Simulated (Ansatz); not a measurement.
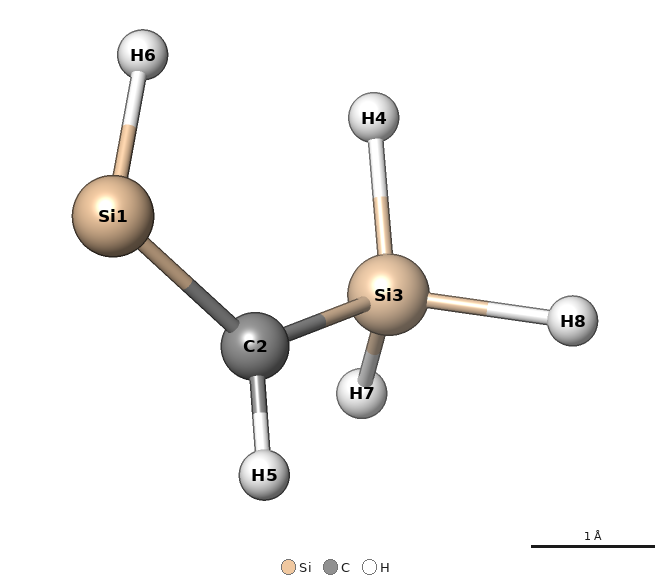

Orthographic view with a scale bar. Charge −1, singlet. Computed geometry: PBE-D4/def2-SVPD optimisation. No frequency run is at hand to confirm it as a minimum.

Give an XYZ file in the frame of the picture: x to the right, y up, z towards the viewer, origin at the mean of the atomic positions.

```xyz
8
CH5Si2
Si  -1.60   0.50   1.60
C   -0.44  -0.56   0.73
Si   0.65  -0.14  -0.68
H    0.53   1.30  -1.11
H   -0.36  -1.61   1.09
H   -1.36   1.82   0.78
H    0.43  -0.95  -1.96
H    2.15  -0.36  -0.45
```
